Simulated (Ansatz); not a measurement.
# A computed series for hypothetical Pm-3n SiC: pressure series

Start from SiC (space group Pm-3n, No. 223; a hypothetical phase, not in the database extracts checked).

```xyz
12
Lattice="5.3313 0.0000 0.0000 0.0000 5.3313 0.0000 0.0000 0.0000 5.3313" Properties=species:S:1:pos:R:3 pbc="T T T"
Si     1.3328     0.0000     2.6657
Si     2.6657     1.3328     0.0000
Si     2.6657     3.9985     0.0000
Si     3.9985     0.0000     2.6657
Si     0.0000     2.6657     3.9985
Si     0.0000     2.6657     1.3328
C      1.3328     2.6657     0.0000
C      0.0000     1.3328     2.6657
C      0.0000     3.9985     2.6657
C      3.9985     2.6657     0.0000
C      2.6657     0.0000     3.9985
C      2.6657     0.0000     1.3328
```

Cell and atoms are relaxed at each pressure.

All numbers come from PBEsol (Ansatz, an electronic-structure program), without spin-orbit coupling.

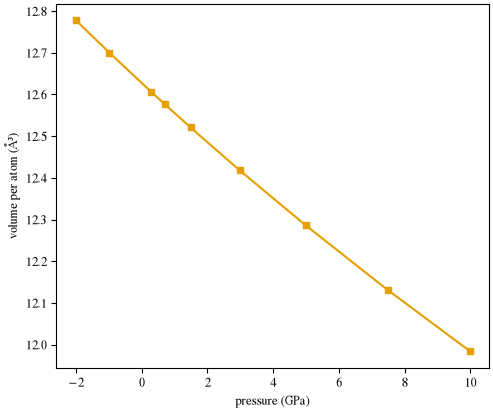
Figure. Volume against pressure

**Question.** Estimate the zero-pressure bulk modulus from the plot.

**Answer.** About 170 GPa; a third-order Birch–Murnaghan fit to the points gives V₀ = 12.63 Å³/atom, B₀ = 173 GPa and B₀′ = 3.9.

Load acts through the strain it causes; cell and atoms are relaxed under it. Whether these cells are dynamically stable was not tested. Competing high-pressure phases were not computed.
